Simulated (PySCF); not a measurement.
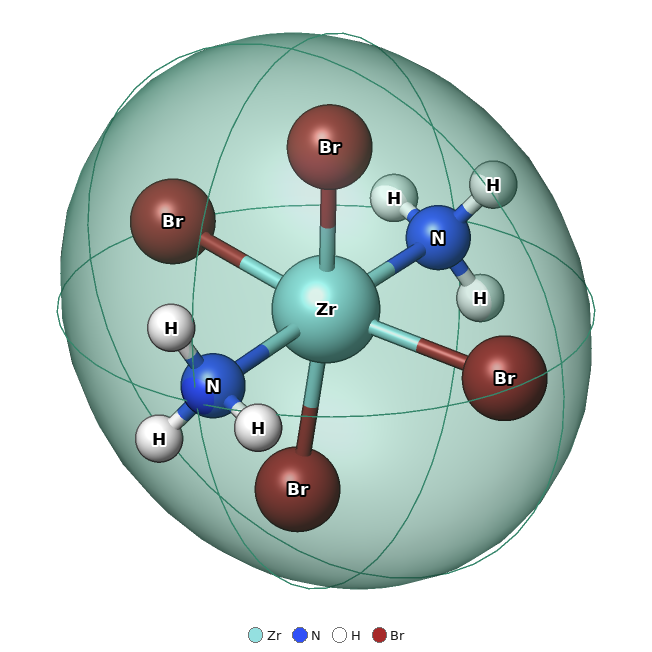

The ellipsoid shows the static dipole polarisability: its half-axes are proportional to the principal values. The species is neutral and a spin singlet. The computed structure is the end point of a PBE0-D3(BJ)/def2-SVP optimisation. No frequency run is at hand to confirm it as a minimum. Computed with CAM-B3LYP/def2-SVPD, core potentials on Zr (PySCF 2.14.0).

Question. How large and how anisotropic is the polarisability?

Answer. Principal values 129.9, 173.7, 173.7 bohr³; mean 159.1 bohr³ (23.57 Å³); anisotropy 43.9 bohr³, so the longest axis is 1.34 times the shortest.
